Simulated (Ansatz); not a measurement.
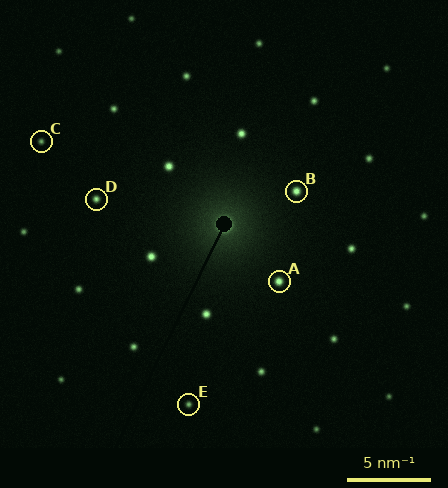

Kinematic zone-axis pattern, calculated for 200 keV electrons with B = 0.5 Å². The zone axis points towards the electron source and the pattern is seen from the source side.

The sample is Cu, space group Fm-3m (No. 225), a = 3.610 Å. Structure: the input geometry of an electronic-structure calculation (not necessarily at equilibrium).

```json
{"atom": "Cu", "site": "4a", "symmetry": "m-3m", "x": "0.0000", "y": "0.0000", "z": "0.0000"}
```

Spot A is indexed -1 1 -1 and spot B -1 1 1.

### Index the other marked spots.

C = −2A − B = 3 -3 1 (d = 0.828 Å). D = −A − B = 2 -2 0 (d = 1.276 Å). E = 2A − 2B = 0 0 -4 (d = 0.902 Å).

### Which zone axis is this?

The cross product of A and B is parallel to [110]; every spot obeys hu + kv + lw = 0.
